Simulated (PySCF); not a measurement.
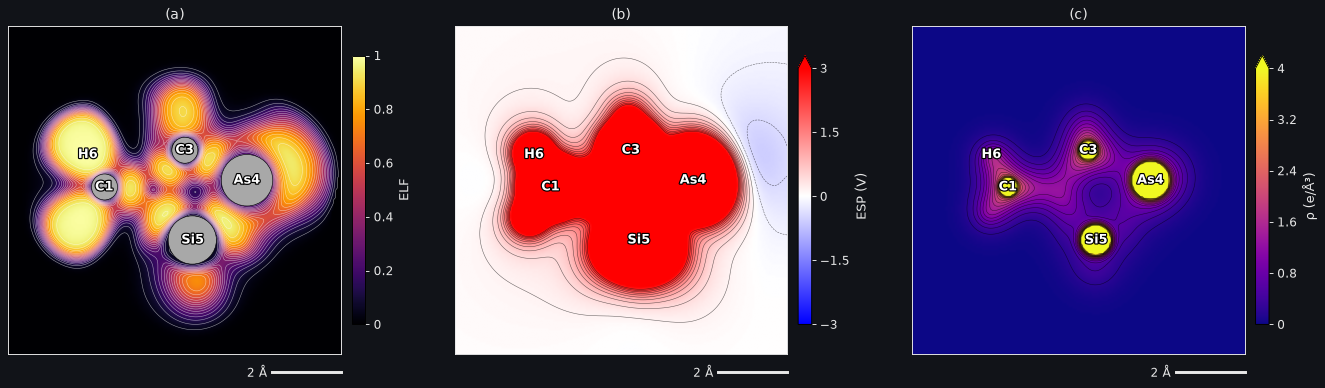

The picture shows: C3H9AsSi. (a) ELF; (b) electrostatic potential; (c) total electron density on the plane of atoms C3, As4 and Si5. Grey discs cover the atomic cores in the ELF map.

Geometry: GFN2-xTB.

The calculation used PySCF 2.14.0, CAM-B3LYP/def2-SVPD, SCF density, gas phase.

| atom | x (Å) | y (Å) | z (Å) |
| --- | --- | --- | --- |
| C | 1.6753 | -0.4306 | -0.0094 |
| C | 0.3360 | 0.2741 | -0.1501 |
| C | -0.4061 | 0.4702 | 1.1834 |
| As | -2.3256 | 0.4162 | 0.6193 |
| Si | -1.0857 | -0.5927 | -1.1037 |
| H | 2.3452 | 0.1257 | 0.6472 |
| H | 1.5406 | -1.4264 | 0.4108 |
| H | 2.1555 | -0.5338 | -0.9809 |
| H | 0.5097 | 1.2595 | -0.5981 |
| H | -0.2301 | -0.3921 | 1.8364 |
| H | -0.1005 | 1.3595 | 1.7411 |
| H | -2.2651 | 1.7457 | -0.1023 |
| H | -0.9704 | -2.0549 | -0.9955 |
| H | -1.1797 | -0.2208 | -2.5204 |

Question: Interpret the plot.

Answer:
- The section cuts through C, As, Si and H sites.
- C–As (2.00 Å): ρ at the midpoint is about 0.88 e/Å³; the ELF peaks at about 0.90 between the atoms (a covalent bond).
- Si–As (2.35 Å): ρ at the midpoint is about 0.64 e/Å³; the ELF peaks at about 0.90 between the atoms: a covalent bond.
- C–H (1.09 Å): ρ at the midpoint is about 1.9 e/Å³; the ELF climbs to about 1 towards the hydrogen, as it does in any bond to H: a covalent bond by its length.
- The ELF also peaks beside As4, away from the bonds: lone-pair regions.
- Outside the dense part of the molecule the potential is most negative (−0.6 V) near As4.
